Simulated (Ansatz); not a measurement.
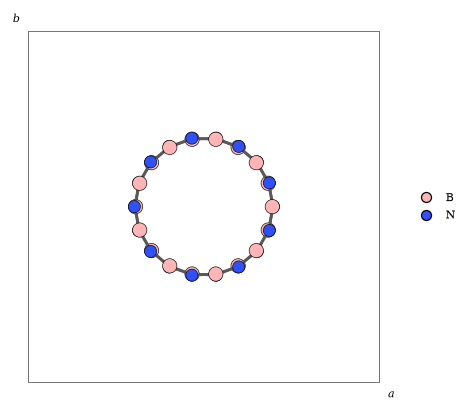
1 relaxed period of a body that repeats along c, seen along c; the cell edge a is 18.5 Å long

Level of theory: PBE (plane waves to 420 eV, PAW; Ansatz, an electronic-structure program). Mesh 1×1×8. No spin polarisation. Isolated but for its images some 11 Å away. A model structure. It keeps the symmetry and period of its start, so it need not be a minimum against all distortions.

Q: What is drawn, and how wide is it?

A: This is not unique; one that fits is (9,0) BN nanotube. An idealised model, rolled from the flat sheet.
It measures about 7 Å across, from nucleus to nucleus.
